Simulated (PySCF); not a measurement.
# F2Tm (TmF2): the cost of one run

Computed with PySCF 2.14.0 and routines of our own; the level stands in each step. Atoms count from 0.

## (1) The system as given

3 atoms, charge 0, states of the metal's open shell are computed; geometry from: model geometry, bond lengths from ionic radii.

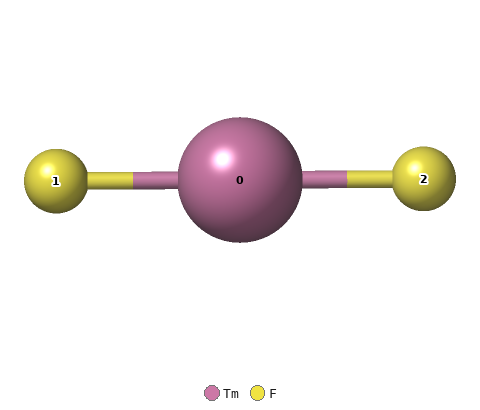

The starting geometry (thulium pink, fluorine yellow); sticks join atoms by distance alone.

## (2) Ligand-field states: state-averaged CASSCF

Job settings and geometry (Å):

```
{"job": {"kind": "lf", "basis": {"metal": "x2c-TZVPall", "ligand": "x2c-SVPall"}, "nevpt": true}, "charge": 0, "metal": "Tm", "open_shell": "f13"}
Tm     0.000000     0.000000     0.000000
F      0.000000     0.000000     2.090000
F      0.000000     0.000000    -2.090000
```

Level: state-averaged CASSCF of the metal f shell, SC-NEVPT2 on the averaged canonical orbitals, state-interaction spin-orbit coupling.

Launch:

```bash
OMP_NUM_THREADS=1 python lf_run.py task.json out
```

One launch serves the whole session: the jobs run in the order shown.

**Question.** How long does this first job take on 1 thread of Arm Neoverse N1, shared host, and how much memory does it need?

About 31 s, with a peak of 0.34 GiB.
